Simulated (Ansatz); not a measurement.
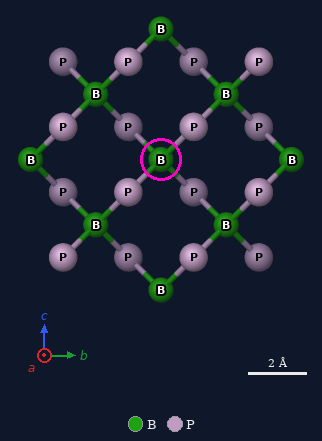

Perfect BP. A ball-and-stick model of the atoms within 5.4 Å of one point, in a slice 3.4 Å thick across the line of sight, seen along the a axis.

These are results of DFT, PBE, plane-wave PAW, default files, scalar-relativistic (Ansatz 0.2.0), not measurements. Settings: plane-wave cutoff 420 eV; k-point mesh 3 × 3 × 3; occupations fermi dirac; smearing width 0.01 eV; collinear spin. The axes drawn are those of the host's conventional cell.

A boron atom is replaced by carbon at the ringed place, in charge state 0. The supercell has 54 sites, and the atoms are relaxed at the host's cell.

> Predict the relaxed surroundings of the defect.

In the host the B atom has 4 P at 1.97 Å; the C atom ends with 4 P at 1.95 Å. Of the host's atoms, a phosphorus atom moves furthest from its site, by 0.02 Å. The cell's net moment is 0.16 μB. Relaxing the atoms from the host's sites lowers the energy by 0.04 eV.

The relaxed defect, seen from the same direction:

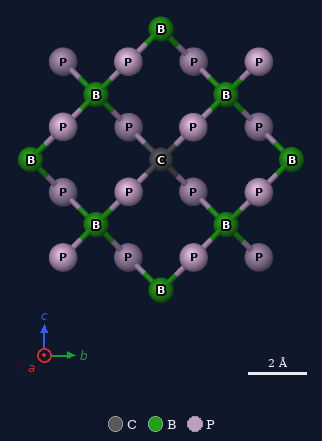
